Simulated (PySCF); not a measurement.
## Electronic structure of C6H11BP (doublet) in real space

Input

```
{"job": {"kind": "epr", "basis": "pcH-1"}, "charge": 0, "multiplicity": 2}
C      2.568835    -1.349098    -0.280384
C      2.132289    -0.172719     0.172351
B      0.792030     0.502675    -0.178924
P      0.676627     2.385667    -0.181465
C     -0.533782    -0.362565    -0.362629
C     -1.805358     0.317810    -0.687945
C     -2.452988    -0.020552     0.601305
C     -1.201351    -0.840754     0.961072
H      1.981895    -1.945253    -0.961095
H      3.532978    -1.755047    -0.016539
H      2.804935     0.379863     0.825104
H      1.931116     2.693244    -0.677940
H      0.021231     2.583038    -1.379165
H     -0.285568    -1.195862    -1.034146
H     -2.089043     0.984788    -1.478896
H     -2.638421     0.830660     1.265717
H     -3.386144    -0.589478     0.534475
H     -1.367294    -1.914412     1.003673
H     -0.691791    -0.522755     1.867969
```

Command:

```sh
OMP_NUM_THREADS=1 python probes_run.py task.json out
```

Geometry: GFN2-xTB.

Level of theory: UKS B3LYP, pcH-1 on B C H P, non-relativistic, mean-field spin-orbit, GIAO in PySCF.

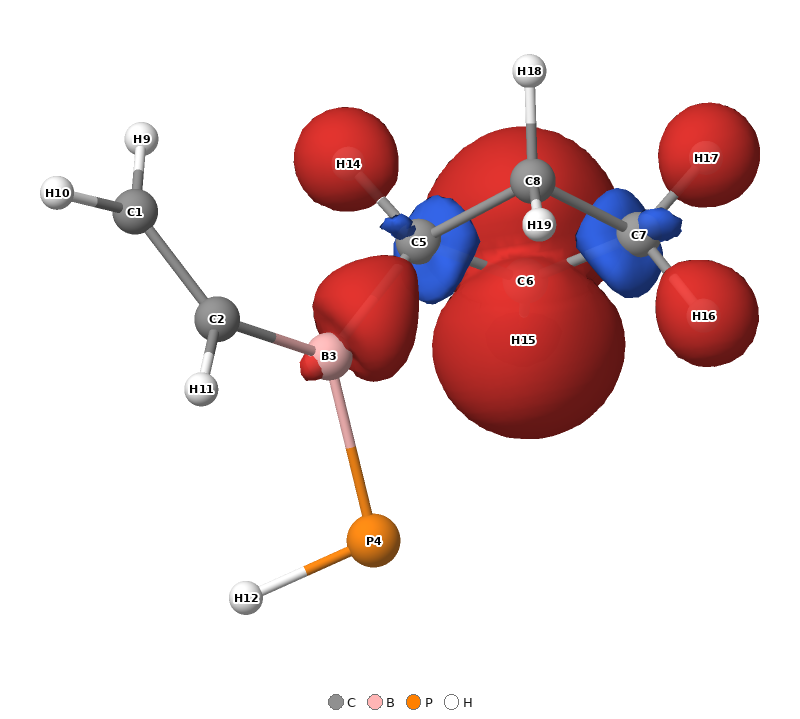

Figure 1. Isosurfaces of the spin density (α minus β) at +0.02 (red) and −0.02 e/Å³ (blue), seen at a tilt.

Question: Where is the unpaired spin?

Answer: The unpaired spin (1 electron) lies mostly on C6 (about 0.7), in electrons by Hirshfeld's partition.

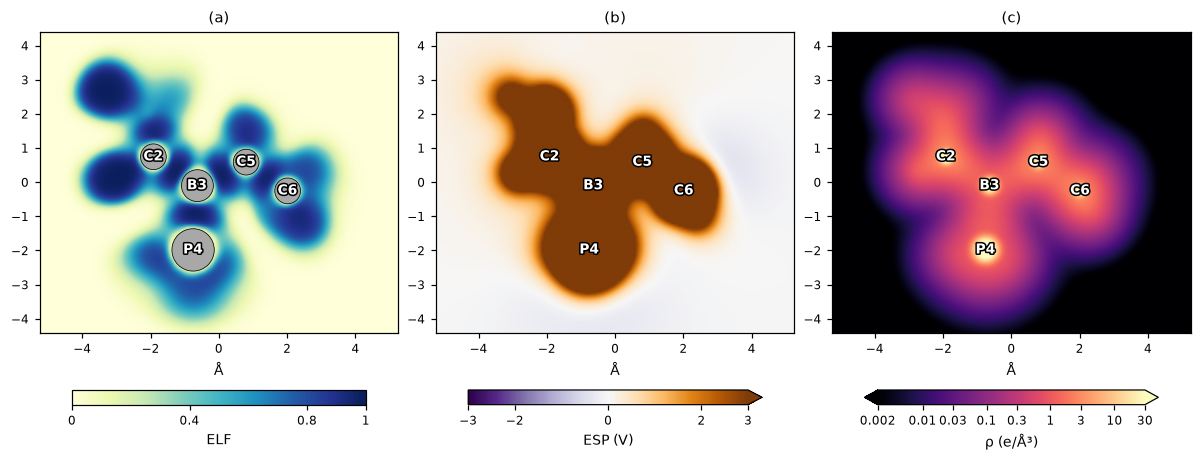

Figure 2. (a) electron localisation function; (b) molecular electrostatic potential; (c) total electron density on the plane of atoms C2, B3 and P4. Grey discs cover the atomic cores in the ELF map.

Question: Describe what can be read from this map.

Answer: The section cuts through C, B and P sites. C–B (1.54 Å): ρ at the midpoint is about 1.5 e/Å³; the ELF peaks at about 1 between the atoms, as expected for localised, covalent bonding. B–P (1.89 Å): the density is about 1 e/Å³ at the midpoint; the ELF peaks at about 0.95 between the atoms, as expected for a covalent bond. C–C (1.48 Å): ρ is about 1.8 e/Å³ halfway; the ELF peaks at about 0.95 between the atoms: a covalent bond. C–B (1.59 Å): ρ is about 1.3 e/Å³ halfway; the ELF peaks at about 1 between the atoms, as expected for localised, covalent bonding. The ELF also peaks beside P4, away from the bonds: non-bonding electrons, paired or unpaired. Outside the dense part of the molecule the potential is most negative (−0.4 V) near C6.

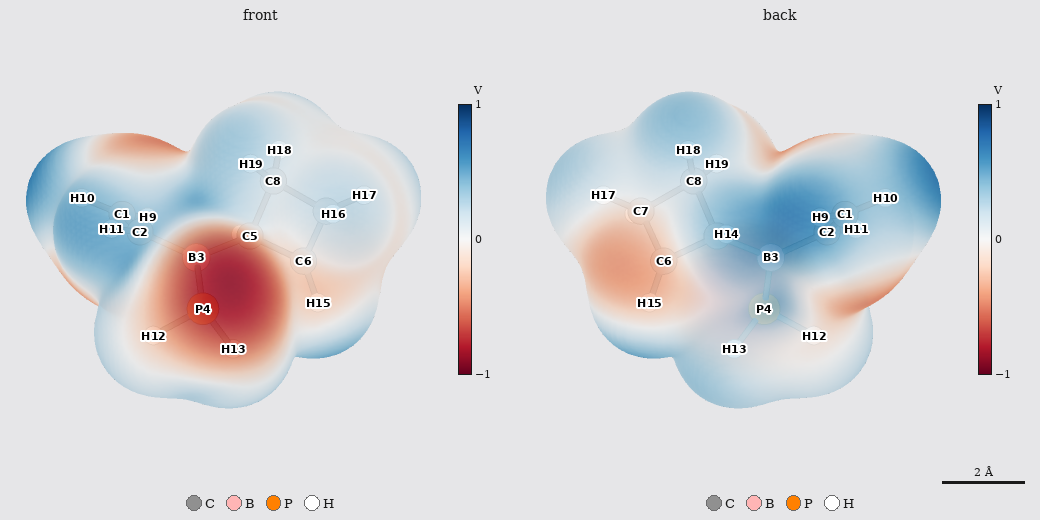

Figure 3. The molecular electrostatic potential painted on the density surface at 0.001 e/bohr³, seen from the front and from behind; the colour scale runs from red (negative) to blue (positive).

Question: Describe the electrostatic potential map.

Answer: The most negative region (about −0.8 V) lies over P4, the most positive (about +0.7 V) over H9 and H10.
